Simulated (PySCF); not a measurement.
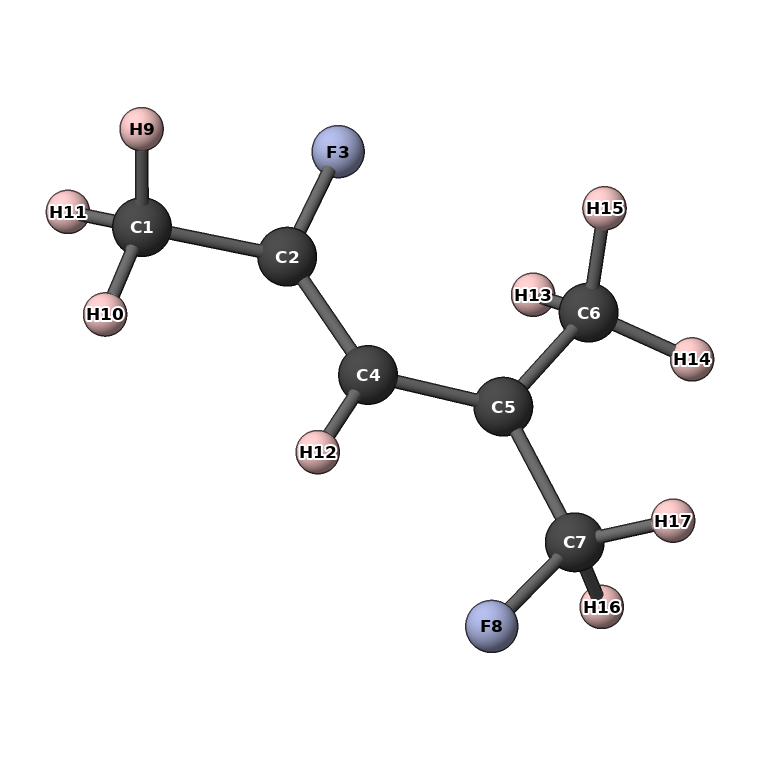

The questions are on Mulliken spin populations. State: neutral, doublet. The geometry was computed by an optimisation with GFN2-xTB. No frequency run is at hand to confirm it as a minimum. Properties computed with UKS B3LYP, pcH-1 on C F H, non-relativistic (PySCF 2.14.0).

Q: Which atom carries the largest spin population?

A: C5 (0.64 e).

Q: Which atom has the lowest spin population?

A: C4 (−0.24 e); a negative value comes from spin polarisation.

Give the Mulliken spin populations atom by atom.

```csv
atom,value (e)
C1,−0.05
C2,0.54
F3,0.03
C4,−0.24
C5,0.64
C6,−0.05
C7,−0.05
F8,0.00
H9,0.03
H10,0.00
H11,0.03
H12,0.01
H13,0.02
H14,0.00
H15,0.02
H16,0.03
H17,0.03
```

Mulliken values depend strongly on the basis set.
